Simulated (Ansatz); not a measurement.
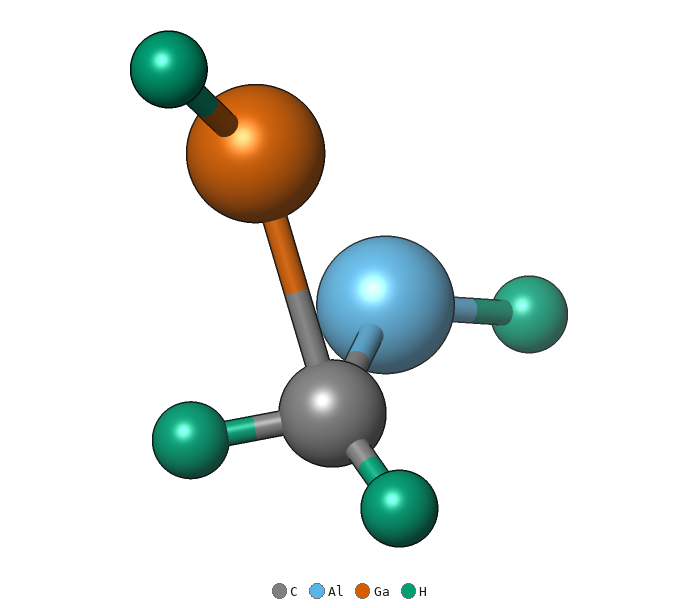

The picture shows a molecular structure as a ball-and-stick model.

> Count the atoms of each element.

CH₄AlGa, 7 atoms: 1 carbon, 4 hydrogen, 1 aluminium and 1 gallium.

> Which point group does it belong to?

C1.

> How many atoms are distinct by symmetry?

7: 1 C, 1 Al, 1 Ga, 1 H, 1 H, 1 H, 1 H.

> Count the bonded pairs by element.

2 C–H, 1 C–Al, 1 Al–H, 1 C–Ga, 1 Ga–H. Sticks follow a distance rule.

More results for the same structure follow; atom numbers are the same in all pictures, views and colours differ. Computed geometry: PBE0-D4/def2-TZVP optimisation.

## Levels of theory compared

Program: Ansatz 0.2.0.

Tabulate vertical IP (eV), dipole (D) at these levels: B3LYP-D4/def2-TZVPP; PBE-D4/def2-TZVPP; r2SCAN-D4/def2-TZVPP; ωB97M-V/def2-TZVPP.

```
               level  vertical IP (eV)  dipole (D)
 B3LYP-D4/def2-TZVPP              7.76        0.22
   PBE-D4/def2-TZVPP              7.68        0.20
r2SCAN-D4/def2-TZVPP              7.66        0.24
  ωB97M-V/def2-TZVPP              7.73        0.32
```

## Charges

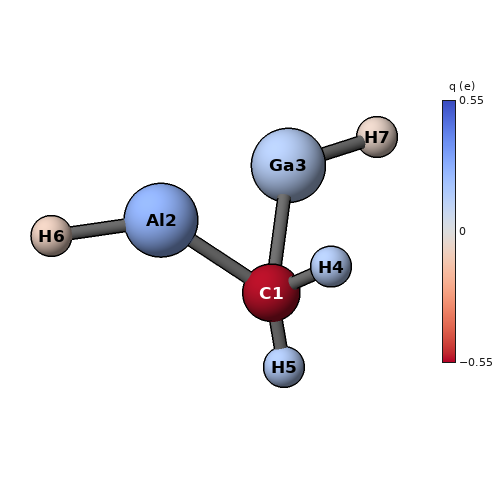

Atoms are coloured by their Mulliken charges. Method: RKS PBE0-D4/def2-TZVP (Ansatz 0.2.0).

> Which atom carries the highest charge (most positive or least negative)?

Al2 (0.25 e).

> And the lowest?

C1 (−0.53 e).

Give the Mulliken charges atom by atom.

```
atom  value (e)
  C1      −0.53
 Al2       0.25
 Ga3       0.14
  H4       0.14
  H5       0.15
  H6      −0.08
  H7      −0.06
```

## Vibrations

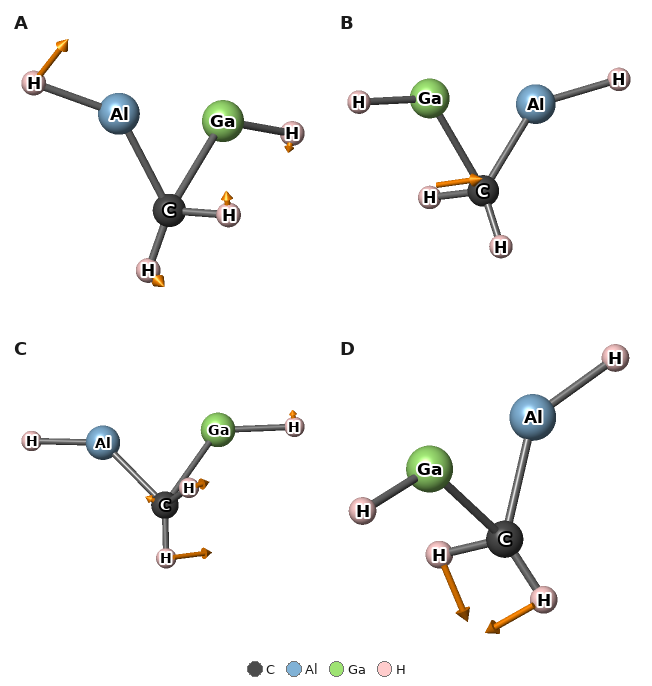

4 normal modes of one molecule or complex, as arrows. Harmonic vibrations computed with RKS PBE0-D4/def2-TZVP (Ansatz 0.2.0) at a stationary point of the same level.

> Match the panels to the wavenumbers 364 cm⁻¹, 803 cm⁻¹, 1339 cm⁻¹, 2915 cm⁻¹.

A: 364 cm⁻¹, angle bending
B: 2915 cm⁻¹, C–H stretching
C: 803 cm⁻¹, Ga–C–H bending
D: 1339 cm⁻¹, angle bending

## Thermal motion

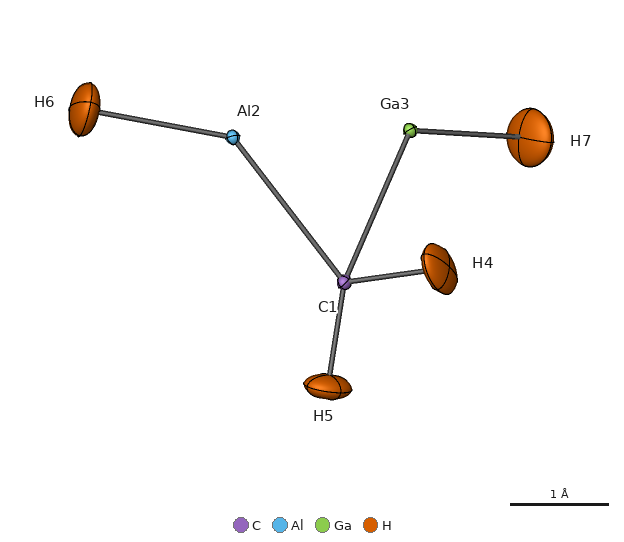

Displacement ellipsoids at the 50 % level, from the internal vibrations of the free molecule (harmonic, no overall translation or rotation; no half-axis is drawn under 0.075 Å). Vibrations computed with RKS PBE0-D4/def2-TZVP (Ansatz 0.2.0). Temperature: 0 K (zero-point motion alone).

> Which atom moves most?

H7, with U_eq = 0.0329 Å².

> Does H4 move more along its bond or across it?

Across it: the root-mean-square amplitude is 0.076 Å along the bond and up to 0.207 Å across, since bending and torsion are softer than stretching.

Give the displacement parameters, one line for each set of equivalent atoms.

```tsv
atom	U_eq (Å²)	rms amplitudes (Å)
C1	0.0017	0.025, 0.039, 0.056
Al2	0.00065	0.014, 0.021, 0.037
Ga3	0.00014	0.005, 0.011, 0.016
H4	0.0246	0.076, 0.159, 0.207
H5	0.0189	0.080, 0.145, 0.172
H6	0.0296	0.098, 0.181, 0.215
H7	0.0329	0.094, 0.193, 0.229
```

Mulliken values depend strongly on the basis set and can even reverse the polarity of a bond.
